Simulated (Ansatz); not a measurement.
**Ta₂PtN₄: density, localisation and related maps**

The calculation's input:

```
crystal:
  lattice:
    - [5.2352396966, 0.0, 0.0]
    - [0.0, 5.2352396966, 0.0]
    - [0.0, 0.0, 2.736478073]
  atoms:
    - { symbol: Ta, position: [0.5, 0.0, 0.5] }
    - { symbol: Ta, position: [0.0, 0.5, 0.5] }
    - { symbol: Pt, position: [0.0, 0.0, 0.0] }
    - { symbol: "N", position: [0.2657260847, 0.7342739153, 0.0] }
    - { symbol: "N", position: [0.2657260847, 0.2657260847, 0.0] }
    - { symbol: "N", position: [0.7342739153, 0.7342739153, 0.0] }
    - { symbol: "N", position: [0.7342739153, 0.2657260847, 0.0] }
kpoints:
  mp_grid: { grid: [4, 4, 8] }
hamiltonian:
  xc: r2scan
  dispersion: rvv10
scf:
  occupations: { method: fermi_dirac, width: 0.03 }
relax:
  f_tol: 0.01
  cell: {}
  max_steps: 120
output:
  write_density: true
  write_potential: true
  elf: true
  volumetric_format: npy
```

Command:

```sh
ansatz run input.yaml --threads 4 --pin off --max-ram 4608MiB --backend cpu --events-out ev --progress --plain --runs-dir out
```

Below, planes, directions and counts refer to the conventional cell (a = 5.25 Å, b = 5.25 Å, c = 2.74 Å, α = 90.00°, β = 90.00°, γ = 90.00°).

The fields are those of the run's last geometry, not of the input's.

Space group P4/mmm; a structure from a database of computed crystals, not necessarily the ambient phase; started from the K2PdCl4-123 prototype, which need not be the ambient phase.

These are results of DFT, r2SCAN+rVV10, plane waves, PAW in Ansatz, not measurements.

The density is the valence pseudo-density of a PAW calculation; it isn't the true density close to the nuclei.

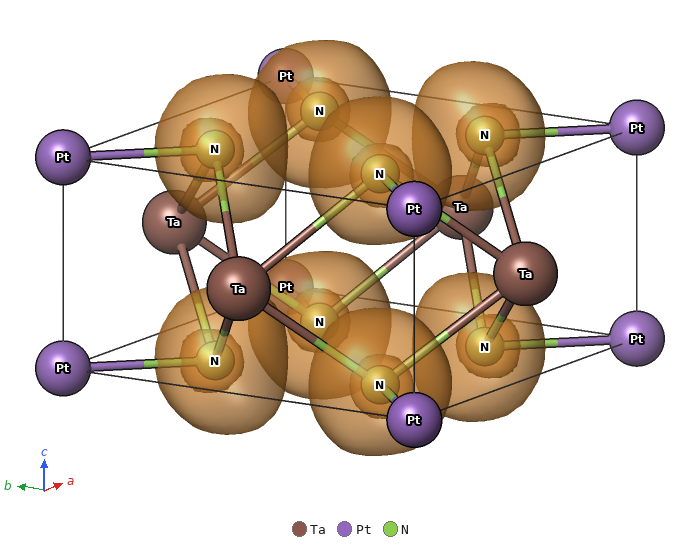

Figure 1. Isosurface of the ELF at 0.65 (orange), seen at an oblique angle. Core shells and regions of very low density are left out. Sticks mark near contacts.

Question: Where are the electrons localised?

Answer: The ELF exceeds this value in four regions wrapped around N (the valence shell of each), counted in one cell of 7 atoms. Regions shared between cells count once. Along the contacts the grid gives the following. Pt–N (1.97 Å): the ELF peaks at about 0.80 in the valence shell of N, 0.6 Å from its nucleus, and is about 0.30 at the midpoint. Ta–N (2.31 Å): the ELF peaks at about 0.85 in the valence shell of N, 0.7 Å from its nucleus, and is about 0.20 at the midpoint: no shared electron pair shows on this line.

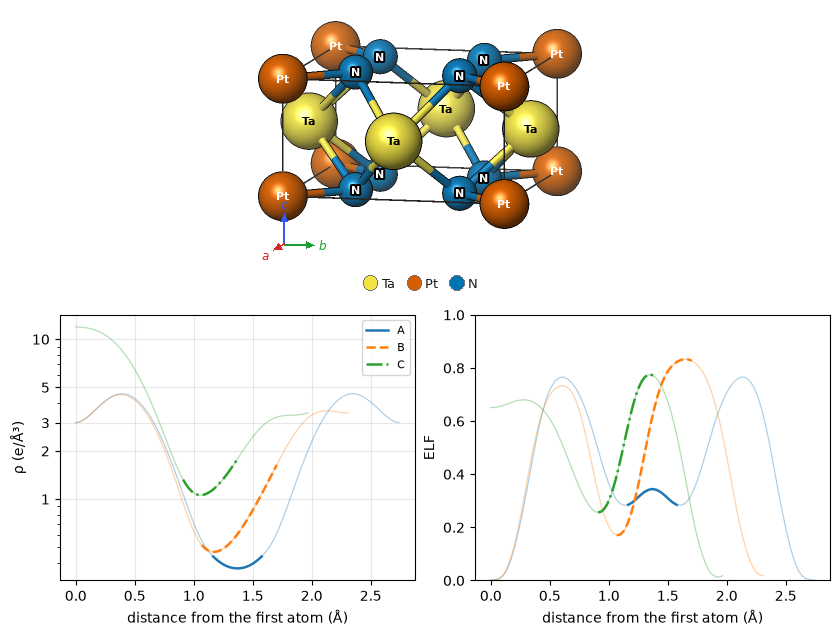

Figure 2. Valence charge density (pseudo) and ELF along straight lines between neighbouring atoms. Thin, pale parts lie inside the atomic spheres. The structure is drawn too.

Question: Which curve belongs to which contact (Pt–N, Ta–N and Ta–Ta)? The first atom named is at distance zero.

Answer: Curve A: Ta–Ta (2.74 Å): the density is about 0.37 e/Å³ at the midpoint; the ELF is about 0.35 at the midpoint. Curve B: Ta–N (2.31 Å): the density is about 0.47 e/Å³ at the midpoint; the ELF peaks at about 0.85 in the valence shell of N, 0.7 Å from its nucleus, and is about 0.20 at the midpoint: no localised pair shows between them. Curve C: Pt–N (1.97 Å): ρ at the midpoint is about 1.1 e/Å³; the ELF peaks at about 0.80 in the valence shell of N, 0.6 Å from its nucleus, and is about 0.30 at the midpoint.
